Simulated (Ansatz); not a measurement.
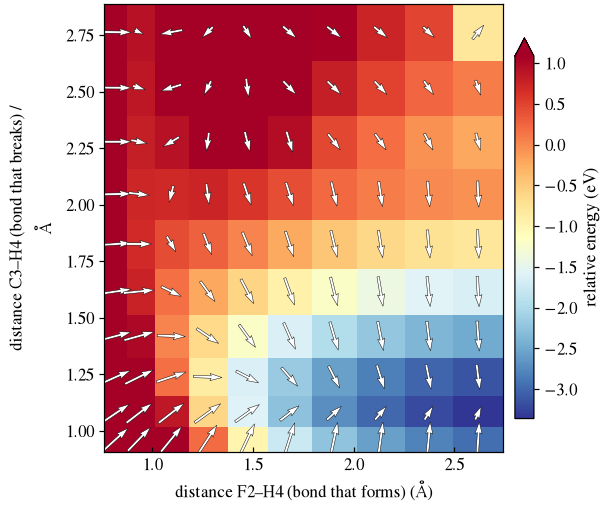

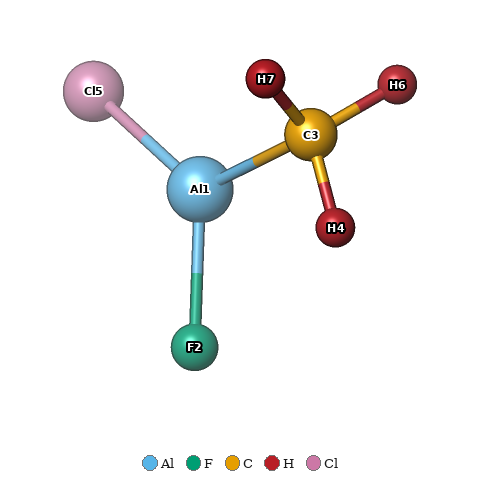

Energy landscape of the reacting system CH₃AlClF. Coordinates scanned: (1) distance F2–H4 (bond that forms); (2) distance C3–H4 (bond that breaks). Relaxed at each point: all other coordinates. The grid has 10 × 10 points. Points are written as (first, second). Energies: eV, counted from a guessed transition structure relaxed with its forming and breaking bonds held. Energies and slopes of some neighbouring points disagree (a jump in structure or state, or too coarse a mesh). The reference is spin-restricted, so regions where a bond is pulled apart into radicals lie too high. These are results of RKS B3LYP-D4/def2-SVP in Ansatz 0.2.0, not measurements.

The picture shows one coloured cell a grid point, arrows along the force (downhill), their lengths compressed, one colour for all values above the top of the scale. The second picture is the structure at the lowest point.

**What does the map say about the system?**

The lowest grid point is at (2.619 Å, 1.078 Å), −3.36 eV from a guessed transition structure relaxed with its forming and breaking bonds held. It lies at the edge of the scanned range, so the true minimum may lie outside. The highest grid point, (0.819 Å, 0.963 Å), lies 10.98 eV above the lowest.

The whole map (100 points run) took 25 min on 1 thread of Arm Neoverse V2, on a shared host.
